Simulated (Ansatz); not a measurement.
# CdAg (Pm-3m): surface slab in Python

The task is a surface slab, for CdAg (Pm-3m).

Program: Ansatz 0.2.0, driven from Python. Level of theory: DFT PBEsol+D4, plane waves, PAW. These are calculated values, not measurements.

**1. The system**

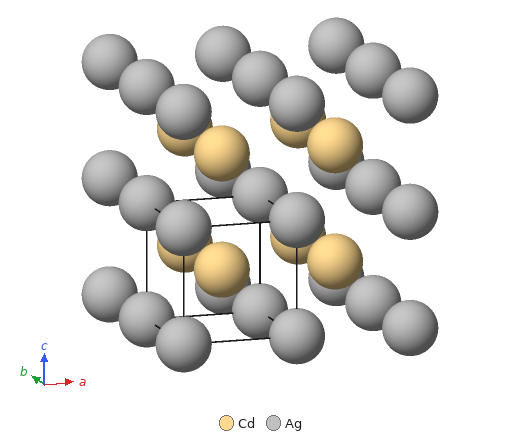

The structure that the script starts from, seen slightly off an axis (cadmium orange, silver light grey). 2×2×2 cells are drawn. Atoms on cell faces are repeated.

The script holds or builds the structure itself.

**2. The code**

slab.py

```python
import logging
import sys
import warnings

import ansatz as az
from ase import Atoms
from ase.build import surface
import numpy as np

logging.basicConfig(stream=sys.stdout, format="[%(levelname)s] %(message)s")
logger = logging.getLogger("run")
logger.setLevel(logging.INFO)

warnings.simplefilter("ignore", az.DeckWarning)

atoms = Atoms(
    ["Cd", "Ag"],
    scaled_positions=[
        (0.5, 0.5, 0.5),
        (0.0, 0.0, 0.0),
    ],
    cell=[
        (3.33, 0.0, 0.0),
        (0.0, 3.33, 0.0),
        (0.0, 0.0, 3.33),
    ],
    pbc=True,
)
slab = surface(atoms, (1, 0, 0), 3, vacuum=8.0)
slab.pbc = True

print(slab.get_chemical_formula(), "area {:.3f} A^2, cell height {:.2f} A".format(np.linalg.norm(np.cross(slab.cell[0], slab.cell[1])), slab.cell[2, 2]))


def settings(structure):
    return (
        az.Crystal.from_ase(structure).calculation()
        .functional("pbesol", dispersion="d4")
        .mixing("anderson", ndim=12, beta=0.6)
        .scf(tolerance=1e-07, max_iterations=60)
        .eigensolver("davidson", full_accuracy=True)
        .occupations("gaussian")
    )


calculation = (
    settings(slab)
    .kpoints(5, 5, 1)
    .electric_field(axis=3, dipole_correction=True)
    .potential()
    .forces()
)
outcome = calculation.run(threads=1)
r = outcome.report

logger.info(f"slab free energy {r['free_energy_ev']:.4f} eV, Fermi level {r['fermi_energy_ev']:.3f} eV")
for key, value in r["work_function"].items():
    if isinstance(value, float):
        logger.info(f"{key:34s} {value:12.5f}")

bulk = settings(atoms).kpoints(7, 7, 7).run(threads=1).report
excess = r["free_energy_ev"] - bulk["free_energy_ev"] * len(slab) / len(atoms)
area = np.linalg.norm(np.cross(slab.cell[0], slab.cell[1]))
logger.info(f"mean surface energy {excess / (2 * area) * 16.02177:.3f} J/m^2 ({1000 * excess / (2 * area):.1f} meV/A^2)")

v = outcome.potential()
profile = (v.v_es_ev + (0 if v.v_field_ev is None else v.v_field_ev)).mean(axis=(0, 1))
height = outcome.lattice.cell_ang[2][2]
logger.info("z (A)   planar potential less the Fermi level (eV)")
for i in range(0, len(profile), max(len(profile) // 24, 1)):
    logger.info(f"{i * height / len(profile):6.2f} {profile[i] - r['fermi_energy_ev']:9.3f}")
```

**3. The input behind the calls**

The package turns the script's settings into the engine's input (first run):

```yaml
crystal:
  lattice:
    - [3.33, 0.0, 0.0]
    - [0.0, 3.33, 0.0]
    - [0.0, 0.0, 24.325]
  atoms:
    - { symbol: Cd, position: [0.5, 0.5, 0.397327852004111] }
    - { symbol: Ag, position: [0.0, 0.0, 0.328879753340185] }
    - { symbol: Cd, position: [0.5, 0.5, 0.5342240493319631] }
    - { symbol: Ag, position: [0.0, 0.0, 0.465775950668037] }
    - { symbol: Cd, position: [0.5, 0.5, 0.671120246659815] }
    - { symbol: Ag, position: [0.0, 0.0, 0.602672147995889] }
kpoints:
  mp_grid:
    grid: [5, 5, 1]
hamiltonian:
  xc: pbesol
  dispersion: d4
efield:
  axis: 3
  dipole_correction: true
scf:
  max_iter: 60
  convergence:
    dr2_threshold: 1.0e-07
  mixing:
    algorithm: anderson
    beta: 0.6
    ndim: 12
  occupations:
    method: gaussian
  eigensolver:
    kind: davidson
    full_accuracy: true
output:
  write_potential: true
  forces: true
```

**4. The run**

Launch:

```
> python slab.py
```

Log:

```text
Ag3Cd3 area 11.089 A^2, cell height 24.32 A
RunWarning: The output density's exchange-correlation potential varies sharply where the density is thin. Do not read a vacuum level from v_tot or v_xc, or from such a field of the output density. On a cell that repeats whose density bears no net charge and [...]
[INFO] slab free energy -47119.0227 eV, Fermi level 4.512 eV
[INFO] ramp_position                           0.95000
[INFO] ramp_width                              0.10000
[INFO] amplitude_v_ang                         0.00000
[INFO] dipole_field_v_ang                      0.01449
[INFO] dipole_moment_e_ang                     0.02159
[INFO] phi_plus_ev                             3.79630
[INFO] phi_minus_ev                            4.14871
[INFO] vacuum_level_plus_ev                    8.30848
[INFO] vacuum_level_minus_ev                   8.66088
[INFO] flatness_plus_ev_ang                    0.00018
[INFO] flatness_minus_ev_ang                   0.00009
[INFO] ramp_density_extremum_e_ang3            0.00000
[INFO] ramp_density_minimum_e_ang3            -0.00000
[INFO] ramp_density_bound_e_ang3               0.00001
[INFO] ramp_density_effective_e_ang3           0.00000
[INFO] plane_spacing_ang                       0.13514
[INFO] mean surface energy 1.550 J/m^2 (96.8 meV/A^2)
[INFO] z (A)   planar potential less the Fermi level (eV)
[INFO]   0.00     3.973
[INFO]   0.95     4.109
[INFO]   1.89     4.148
[INFO]   2.84     4.148
[INFO]   3.78     4.147
[INFO]   4.73     4.139
[INFO]   5.68     4.060
[INFO]   6.62     3.267
[INFO]   7.57    -4.591
[INFO]   8.51    -5.075
[INFO]   9.46    -6.317
[INFO]  10.41    -4.072
[INFO]  11.35    -7.629
[INFO]  12.30    -4.240
[INFO]  13.24    -6.253
[INFO]  14.19    -5.635
[INFO]  15.14    -5.591
[INFO]  16.08    -6.163
[INFO]  17.03    -2.152
[INFO]  17.97     3.174
[INFO]  18.92     3.724
[INFO]  19.87     3.788
[INFO]  20.81     3.796
[INFO]  21.76     3.797
[INFO]  22.70     3.797
[INFO]  23.65     3.875
```

(Warnings from the package without file and line, shortened.)

It took 47 s on 1 thread of Arm Neoverse V1, shared host; peak memory 0.6 GiB.

**5. What changed from run to run**

The engine's inputs for the other runs:

Run 2, against run 1:

```diff
@@ -5 +5 @@
-    - [0.0, 0.0, 24.325]
+    - [0.0, 0.0, 3.33]
@@ -7,6 +7,2 @@
-    - { symbol: Cd, position: [0.5, 0.5, 0.397327852004111] }
-    - { symbol: Ag, position: [0.0, 0.0, 0.328879753340185] }
-    - { symbol: Cd, position: [0.5, 0.5, 0.5342240493319631] }
-    - { symbol: Ag, position: [0.0, 0.0, 0.465775950668037] }
-    - { symbol: Cd, position: [0.5, 0.5, 0.671120246659815] }
-    - { symbol: Ag, position: [0.0, 0.0, 0.602672147995889] }
+    - { symbol: Cd, position: [0.5, 0.5, 0.5] }
+    - { symbol: Ag, position: [0.0, 0.0, 0.0] }
@@ -15 +11 @@
-    grid: [5, 5, 1]
+    grid: [7, 7, 7]
@@ -19,3 +14,0 @@
-efield:
-  axis: 3
-  dipole_correction: true
@@ -35,3 +27,0 @@
-output:
-  write_potential: true
-  forces: true
```

**6. The runs side by side**

From the records of these 2 runs:

```csv
run,system,space group,k mesh,efield.axis,efield.dipole_correction,energy from run 2 (meV/atom),SCF cycles,CPU time (s)
1,CdAg (6 atoms),P4mm,"[5, 5, 1]",3,yes,357.62,10,44
2,CdAg (2 atoms),Pm-3m,"[7, 7, 7]",not set,not set,0.00,6,1.7
```

Energies are free energies F = E - TS of the smeared occupations. 

**7. Work function (run 1)**

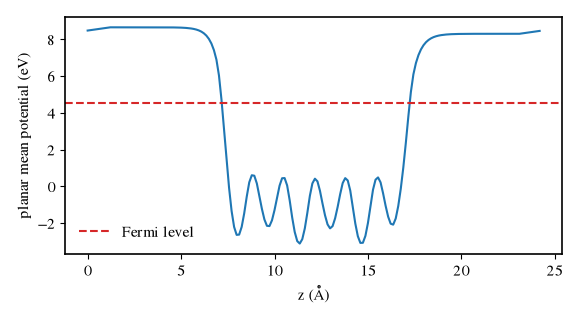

Electrostatic potential, averaged over planes, with the Fermi level.

Vacuum levels 8.308 and 8.661 eV, Fermi level 4.512 eV.

**8. Outcome**

| quantity | value |
| --- | --- |
| mean surface energy | 1.550 J/m² |
| runs compared | 2 |
| vacuum level less Fermi level, upper / lower face (run 1) | 3.80 / 4.15 eV |

In words: Miller indices refer to the cell that the script starts from. The surface energy is the mean of both faces of a thin slab, not converged with thickness, and the slab isn't relaxed, which would lower it. Both runs converged, in 6 to 10 cycles. The two faces differ by 0.35 eV, so the slab carries a dipole. Reading the output:
- The mesh is modest for a metal, so energies can be off by several to tens of meV an atom and pressures by half a GPa or more; differences at equal mesh fare better.
- Only differences from the Fermi energy are physical; the zero of the scale is a convention.
- The slab is thin and cut from the structure as given; a cut can leave two unlike or polar faces, and the surface energy is then their mean. Miller indices refer to the vectors of the cell as typed, and the lattice isn't relaxed for this functional, so relaxation and surface energy can hold strain.
